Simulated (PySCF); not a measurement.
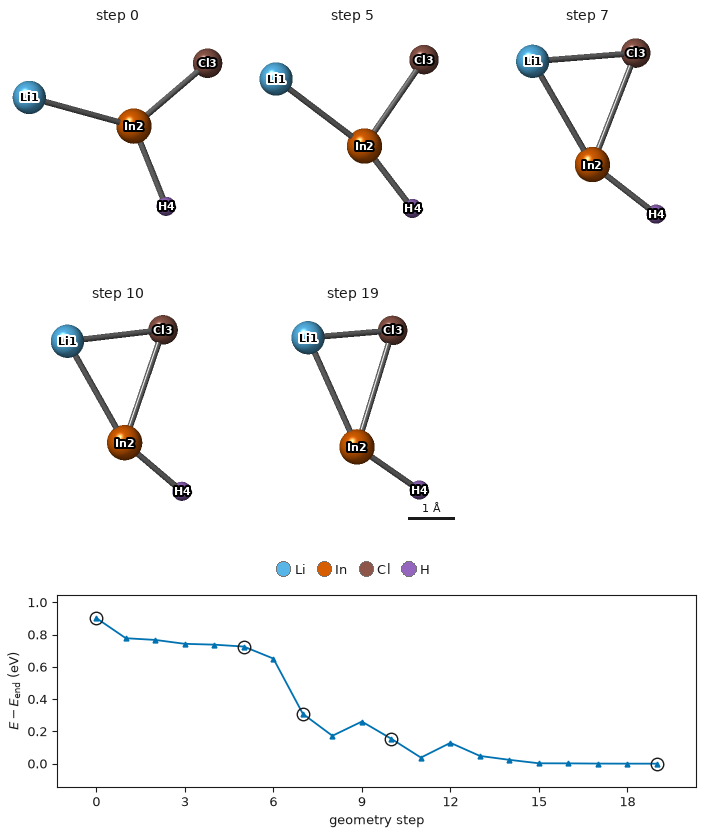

Frames of a relaxation of LiInHCl, marked on the history of the run. A ball-and-stick model, seen at a tilt.

Theory: RKS PBE0-D4/def2-TZVP, density fitting in PySCF. 

What happens along the run?

The energy falls by 0.903 eV in 19 geometry steps. The largest move after the best rigid fit is that of Li1, 1.41 Å. Largest moves by element: Li 1.41 Å, Cl 1.26 Å, In 1.00 Å, H 0.46 Å. Among the contacts that change: Li1–Cl3 4.559 → 2.129 Å, In2–Cl3 2.356 → 2.756 Å, In2–H4 1.907 → 1.782 Å, Li1–In2 2.666 → 2.649 Å. New bonds form, among them: Li1–Cl3 (4.56 → 2.13 Å). Among the angles between lasting bonds that change: Li1–In2–Cl3 130.3° → 46.3°, Li1–In2–H4 125.7° → 147.0°, Cl3–In2–H4 103.9° → 100.7°. Cost: 84 s on 2 threads of AMD EPYC 7B13, with other jobs on the host. From step 0 to 5: Li1 moves most (0.51 Å), energy −0.177 eV. From step 5 to 7: Li and Cl atoms move most (0.64 Å), energy −0.417 eV. From step 7 to 10: Li1 moves most (0.14 Å), energy −0.155 eV. From step 10 to 19: Li1 moves most (0.17 Å), energy −0.154 eV.
